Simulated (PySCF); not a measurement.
**C₄H₁₂Cl₂Si₂: one change and its effect**

System: C₄H₁₂Cl₂Si₂, SMILES C[Si](C)(Cl)[Si](C)(C)Cl.
Method of run 1: GIAO LDA/pcSseg-1 NMR shielding, non-relativistic, gas phase (PySCF 2.14.0).

The geometry comes from this level: PBE0-D3(BJ)/def2-SVP. Text and figures count atoms from 1; the logs count them from 0 in places.

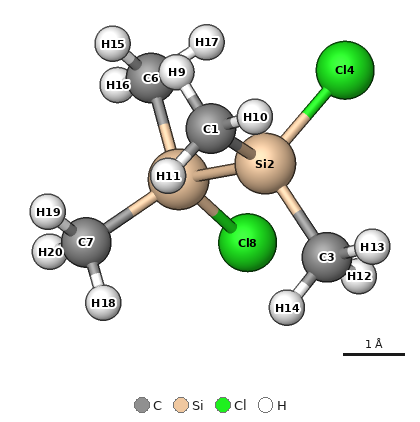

The structure (ball-and-stick view, seen at a tilt; atoms are numbered from 1 in the order of the input). Bond lengths as drawn: Cl–Si 2.10 Å, C–H 1.10 Å, C–Si 1.87 to 1.88 Å and Si–Si 2.34 Å.

**Input, run 1**
```
{"job": {"kind": "nmr", "xc": "LDA", "basis": "pcSseg-1", "pop": false}, "charge": 0, "multiplicity": 1}
C      1.817946     1.417265    -0.437887
Si     1.169316    -0.327698    -0.209024
C      2.008481    -1.190844     1.221682
Cl     1.599603    -1.399728    -1.961773
Si    -1.167048    -0.427956    -0.042951
C     -1.957931    -0.215624    -1.724536
C     -1.871575     0.766717     1.218457
Cl    -1.588932    -2.371524     0.629257
H      1.348525     1.910572    -1.302116
H      2.907133     1.403370    -0.601542
H      1.612712     2.020693     0.461328
H      1.619771    -2.214429     1.327037
H      3.098091    -1.238046     1.070595
H      1.809463    -0.649452     2.160854
H     -1.793752     0.808876    -2.096127
H     -3.041932    -0.402418    -1.679682
H     -1.505571    -0.916708    -2.441480
H     -1.423316     0.608971     2.210917
H     -1.677344     1.806840     0.910188
H     -2.960767     0.631271     1.309696
```

The first line tells a small driver script what to run in PySCF; the rest is the geometry in Å.

Hardware: 1 CPU thread, shared host.

**Output (run 1)**
```
coarse grid: 18280 points
cycle   1  E = -1652.1183897355  dE =  2.815e-01  |g| = 8.975e-01  |ddm| = 4.037e+00
cycle   2  E = -1651.8210778564  dE =  2.973e-01  |g| = 1.363e+00  |ddm| = 2.012e+00
cycle   3  E = -1652.3197036777  dE = -4.986e-01  |g| = 9.915e-02  |ddm| = 1.321e+00
cycle   4  E = -1652.3225053301  dE = -2.802e-03  |g| = 4.609e-02  |ddm| = 2.343e-01
cycle   5  E = -1652.3229866596  dE = -4.813e-04  |g| = 9.289e-03  |ddm| = 7.132e-02
cycle   6  E = -1652.3230040634  dE = -1.740e-05  |g| = 5.103e-03  |ddm| = 1.886e-02
cycle   7  E = -1652.3230113309  dE = -7.268e-06  |g| = 5.450e-04  |ddm| = 6.890e-03
final grid: 156640 points
cycle   8  E = -1652.3474372559  dE = -3.168e-05  |g| = 5.090e-03  |ddm| = 2.589e-02
cycle   9  E = -1652.3474250163  dE =  1.224e-05  |g| = 8.536e-03  |ddm| = 1.201e-02
cycle  10  E = -1652.3474438666  dE = -1.885e-05  |g| = 6.472e-04  |ddm| = 8.473e-03
cycle  11  E = -1652.3474439900  dE = -1.234e-07  |g| = 1.547e-04  |ddm| = 1.413e-03
cycle  12  E = -1652.3474439950  dE = -5.016e-09  |g| = 4.971e-05  |ddm| = 2.214e-04
cycle  13  E = -1652.3474439956  dE = -5.812e-10  |g| = 1.517e-05  |ddm| = 7.027e-05
converged SCF energy = -1652.3474439956

GIAO shielding tensors (ppm)
atom      isotropic    diamagn.    paramagn.     s11        s22        s33       span
  0 C      177.288     256.084     -78.796    164.324    179.328    188.213     23.889
  1 Si     281.835     881.841    -600.006    237.408    280.610    327.487     90.078
  2 C      178.295     255.378     -77.083    166.494    179.596    188.796     22.302
  3 Cl     918.865    1149.849    -230.984    868.432    923.049    965.113     96.681
  4 Si     281.426     881.804    -600.379    237.919    278.891    327.468     89.549
  5 C      178.105     255.475     -77.370    166.182    179.195    188.937     22.755
  6 C      177.392     256.042     -78.650    164.121    179.624    188.432     24.311
  7 Cl     920.209    1149.779    -229.569    870.602    921.361    968.666     98.064
  8 H       30.397      31.561      -1.164     26.205     28.733     36.253     10.048
  9 H       30.120      28.886       1.235     25.879     27.642     36.840     10.961
 10 H       30.800      31.830      -1.030     26.448     28.478     37.474     11.026
 11 H       29.813      30.563      -0.750     24.971     29.186     35.282     10.312
 12 H       30.231      28.528       1.703     25.943     27.659     37.092     11.149
 13 H       30.751      31.290      -0.539     26.517     28.216     37.521     11.004
 14 H       30.773      31.344      -0.570     26.565     28.212     37.543     10.979
 15 H       30.249      28.545       1.704     25.938     27.677     37.133     11.196
 16 H       29.736      30.708      -0.973     24.770     29.369     35.068     10.298
 17 H       30.389      31.490      -1.102     26.244     28.669     36.253     10.009
 18 H       30.808      31.849      -1.041     26.408     28.532     37.485     11.078
 19 H       30.111      28.840       1.271     25.853     27.645     36.837     10.984
```

Run 2 used a changed input.

**The two runs side by side**

```tsv
quantity	run 1	run 2
outcome	converged	converged
total energy (hartree)	−1652.347444	−1655.367984
HOMO (eV)	−6.41	−10.32
LUMO (eV)	−1.03	3.20
dipole moment (D)	3.52	3.82
shielding of C1 (ppm)	177.3	189.2
shielding of Si2 (ppm)	281.8	369.6
shielding of C3 (ppm)	178.3	190.2
shielding of Cl4 (ppm)	918.9	1015.9
shielding of Si5 (ppm)	281.4	369.3
shielding of C6 (ppm)	178.1	190.1
shielding of Cl8 (ppm)	920.2	1017.1
SCF iterations	13	9
basis functions	224	224
wall time (shared host)	35 s	20 s
```

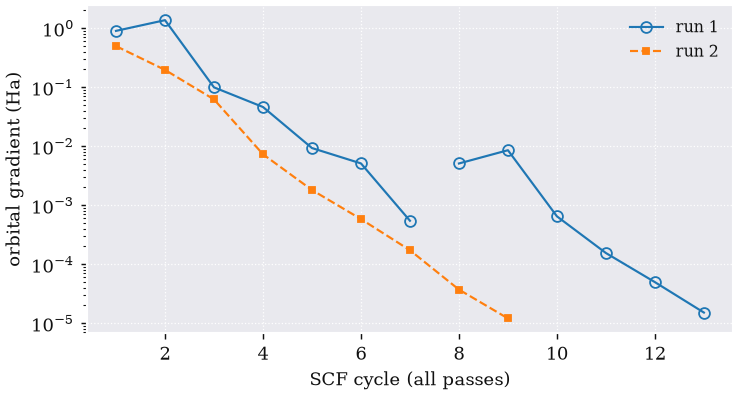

Convergence of the two runs: orbital gradient against the SCF cycle. A break in a curve parts two SCF passes (coarse and final grid). Run 1 takes 13 cycles in all, and run 2 takes 9.

What was changed in the input?

The change (lines with − go, lines with + come):
```diff
-"xc": "LDA"
+"xc": "HF"
```

The total energies belong to different methods, so their difference says nothing on which is more stable or more accurate. The HOMO goes from −6.41 to −10.32 eV. The LUMO goes from −1.03 to 3.20 eV. The dipole moment goes from 3.52 to 3.82 D. Of all shieldings, the largest change is that of Cl4, by +97.1 ppm. The method changes from LDA to HF. Exact exchange removes part of the self-interaction error of semilocal functionals, which pushes filled and empty levels apart. The SCF takes 9 iterations against 13.

**Output (run 2)**
```
final grid: 156640 points
cycle   1  E = -1655.2699994408  dE =  7.761e-01  |g| = 4.954e-01  |ddm| = 3.725e+00
cycle   2  E = -1655.3551672498  dE = -8.517e-02  |g| = 1.959e-01  |ddm| = 9.158e-01
cycle   3  E = -1655.3665030263  dE = -1.134e-02  |g| = 6.199e-02  |ddm| = 3.156e-01
cycle   4  E = -1655.3679518252  dE = -1.449e-03  |g| = 7.290e-03  |ddm| = 9.829e-02
cycle   5  E = -1655.3679814303  dE = -2.961e-05  |g| = 1.808e-03  |ddm| = 1.492e-02
cycle   6  E = -1655.3679835254  dE = -2.095e-06  |g| = 5.818e-04  |ddm| = 4.802e-03
cycle   7  E = -1655.3679837126  dE = -1.872e-07  |g| = 1.725e-04  |ddm| = 1.269e-03
cycle   8  E = -1655.3679837359  dE = -2.338e-08  |g| = 3.716e-05  |ddm| = 5.717e-04
cycle   9  E = -1655.3679837368  dE = -8.663e-10  |g| = 1.207e-05  |ddm| = 1.046e-04
converged SCF energy = -1655.3679837368

GIAO shielding tensors (ppm)
atom      isotropic    diamagn.    paramagn.     s11        s22        s33       span
  0 C      189.217     256.401     -67.184    180.164    191.385    196.103     15.939
  1 Si     369.605     877.489    -507.885    340.513    373.466    394.835     54.322
  2 C      190.191     255.745     -65.555    182.127    191.321    197.124     14.996
  3 Cl    1015.947    1150.227    -134.280    973.836   1029.738   1044.265     70.429
  4 Si     369.317     877.452    -508.135    340.580    372.029    395.341     54.761
  5 C      190.118     255.846     -65.729    181.962    191.005    197.386     15.424
  6 C      189.250     256.357     -67.107    179.966    191.347    196.439     16.473
  7 Cl    1017.070    1150.142    -133.072    975.504   1028.677   1047.028     71.524
  8 H       31.350      32.498      -1.148     26.852     29.434     37.764     10.913
  9 H       30.988      29.548       1.440     26.227     28.344     38.393     12.165
 10 H       31.759      32.820      -1.061     27.173     29.204     38.901     11.728
 11 H       30.745      31.265      -0.520     25.603     29.823     36.808     11.205
 12 H       31.078      29.159       1.920     26.258     28.293     38.685     12.427
 13 H       31.724      32.283      -0.559     27.277     28.946     38.948     11.671
 14 H       31.744      32.335      -0.591     27.322     28.942     38.967     11.645
 15 H       31.094      29.164       1.930     26.246     28.302     38.734     12.488
 16 H       30.677      31.396      -0.719     25.405     29.988     36.637     11.233
 17 H       31.344      32.421      -1.077     26.896     29.371     37.766     10.870
 18 H       31.765      32.838      -1.073     27.132     29.258     38.905     11.772
 19 H       30.982      29.493       1.489     26.205     28.353     38.388     12.183
```
